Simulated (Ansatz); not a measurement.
# C3H5NO (acrylamide): CCSD/def2-SVP

Aim: the vertical ionisation energy of C3H5NO (acrylamide) at CCSD/def2-SVP, from 2 runs. 

The results are computed with Ansatz 0.2.0.

64 further runs of the same task are left out: 64 set aside as unsound or not needed.

## (1) Starting point

C3H5NO has 10 atoms, charge 0, and is taken as a singlet. SMILES: `C=CC(N)=O`. Geometry: relaxed at PBE0-D4/def2-TZVP. This is one conformer, not always the lowest.

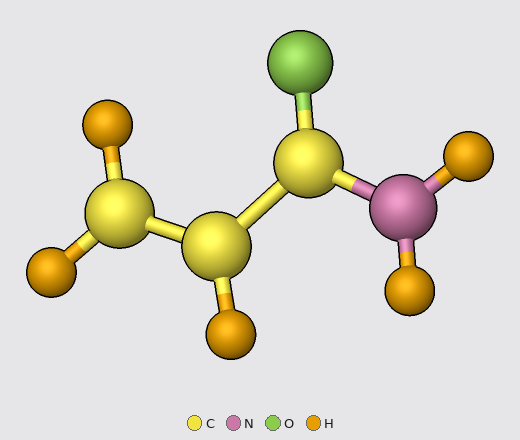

The structure, seen from a chosen angle (carbon yellow, nitrogen pink, oxygen green, hydrogen amber).

## (2) A single-point energy at CCSD/def2-SVP

run.yaml reads:

```yaml
basis:
  gaussian: {orbitals: def2-SVP}
crystal:
  periodic: [false, false, false]
  atoms:
    - symbol: C
      position_ang: [-0.558600, -0.299760, 1.693560]
    - symbol: C
      position_ang: [0.225020, 0.037950, 0.680540]
    - symbol: C
      position_ang: [-0.272440, -0.052300, -0.720640]
    - symbol: "N"
      position_ang: [0.631540, 0.322960, -1.661880]
    - symbol: O
      position_ang: [-1.390460, -0.428740, -1.006250]
    - symbol: H
      position_ang: [-0.221030, -0.243200, 2.721170]
    - symbol: H
      position_ang: [-1.568270, -0.643650, 1.496300]
    - symbol: H
      position_ang: [1.240620, 0.385630, 0.848750]
    - symbol: H
      position_ang: [0.359560, 0.286490, -2.628460]
    - symbol: H
      position_ang: [1.554040, 0.634620, -1.423100]
correlation: {method: ccsd, frozen_orbitals: {C: 1, H: 0, "N": 1, O: 1}}
accuracy: high
scf: {omitted_lower_state_checks: [cluster_reference, increment]}
```

The run is started by

```
$ ansatz run run.yaml --threads 1 --pin off --max-ram 3480MiB --events-out events.jsonl --progress --plain --runs-dir runs
```

Standard output, shortened:

```text
Warning: RAYON_NUM_THREADS=1 ignored (pool sized by the plan → 1); use --threads N
Functional definition: HF
  name "HF"
[...]
2289 factors; integrals over basis functions are off by at most 9.4e-9 eV
[...]
mean field -6684.19893296 eV, -245.6397800737 hartree, gradient 6.7e-8 eV, S^2 0.000000; 0 other end points of the search recorded, 0 dependent functions left out; unrestricted orbitals would lower it
5 core orbitals not correlated: weight in the atoms' cores, before any rotation towards them, 1.000 or more for the frozen orbitals, at most 0.000 for the correlated occupied ones
reference -6684.19893296 eV, -245.6397800737 hartree; 14, 14 occupied and 76, 76 virtual orbitals, 2289 factors
second order -20.06006551 eV of doubles, -0.00000000 eV of singles
cycle   1  -20.34114690 eV  change   -2.8e-1 eV  update   1.2e-1
[...]
cycle  23  -21.04795447 eV  change   -1.3e-9 eV  update   1.4e-9
Total energy: -6705.24688744 eV, -246.4132781338 hartree
Checks for a lower state left out: cluster_reference, increment
```

Wall time 25 s (1 thread of AMD EPYC 7R43 (Zen 3), shared host); peak memory 0.72 GiB.

## (3) The doublet cation at the same level

molecule.yaml reads:

```yaml
crystal:
  periodic: [false, false, false]
  atoms:
    - {symbol: C, position_ang: [-0.558600, -0.299760, 1.693560]}
    - {symbol: C, position_ang: [0.225020, 0.037950, 0.680540]}
    - {symbol: C, position_ang: [-0.272440, -0.052300, -0.720640]}
    - {symbol: "N", position_ang: [0.631540, 0.322960, -1.661880]}
    - {symbol: O, position_ang: [-1.390460, -0.428740, -1.006250]}
    - {symbol: H, position_ang: [-0.221030, -0.243200, 2.721170]}
    - {symbol: H, position_ang: [-1.568270, -0.643650, 1.496300]}
    - {symbol: H, position_ang: [1.240620, 0.385630, 0.848750]}
    - {symbol: H, position_ang: [0.359560, 0.286490, -2.628460]}
    - {symbol: H, position_ang: [1.554040, 0.634620, -1.423100]}
basis:
  gaussian:
    orbitals: def2-SVP
total_charge: 1
magnetization:
  spin_polarized: true
  initial_magnetization: 1
correlation:
  method: ccsd
  frozen_orbitals: {C: 1, H: 0, "N": 1, O: 1}
accuracy: high
scf:
  omitted_lower_state_checks: [cluster_reference, increment]
```

The run is started by

```
$ ansatz run molecule.yaml --threads 1 --pin off --max-ram 3480MiB --events-out events.jsonl --progress --plain --runs-dir runs
```

Standard output, shortened:

```text
Warning: RAYON_NUM_THREADS=1 ignored (pool sized by the plan → 1); use --threads N
[... 2 set-up lines as earlier in the session ...]
[...]
2289 factors; integrals over basis functions are off by at most 9.4e-9 eV
[...]
mean field -6675.89141593 eV, -245.3344844536 hartree, gradient 2.3e-8 eV, S^2 0.779825; 13 other end points of the search recorded, 0 dependent functions left out
5 core orbitals not correlated: weight in the atoms' cores, before any rotation towards them, 1.000 or more for the frozen orbitals, at most 0.000 for the correlated occupied ones
reference -6675.89141593 eV, -245.3344844536 hartree; 14, 13 occupied and 76, 77 virtual orbitals, 2289 factors
second order -18.46169501 eV of doubles, -0.00000000 eV of singles
cycle   1  -19.11399271 eV  change   -6.5e-1 eV  update   1.1e-1
[...]
cycle  36  -19.85994734 eV  change   -1.3e-9 eV  update   2.9e-9
Total energy: -6695.75136327 eV, -246.0643240569 hartree
Checks for a lower state left out: cluster_reference, increment
```

Run time: 1.9 min. Hardware: 1 thread of AMD EPYC 7R43 (Zen 3), shared host; peak memory 1.5 GiB.

## (4) Summary of results

At CCSD/def2-SVP, 5 core orbitals frozen:

| quantity | value |
| --- | --- |
| singlet C3H5NO: total energy | -246.41328 Eh |
| singlet C3H5NO: correlation energy (5 core orbitals frozen) | -773.5 mEh |
| singlet C3H5NO: T1 diagnostic | 0.016 |
| doublet cation: total energy | -246.06432 Eh |
| doublet cation: correlation energy (5 core orbitals frozen) | -729.8 mEh |
| doublet cation: ⟨S²⟩ of the reference determinant | 0.780 |
| doublet cation: T1 diagnostic | 0.024 |
| vertical ionisation energy (to the doublet cation) | 9.496 eV |

The vertical ionisation energy comes to 9.50 eV (916 kJ/mol). The restricted solution (singlet C3H5NO) is unstable to spin breaking: an unrestricted one lies lower.
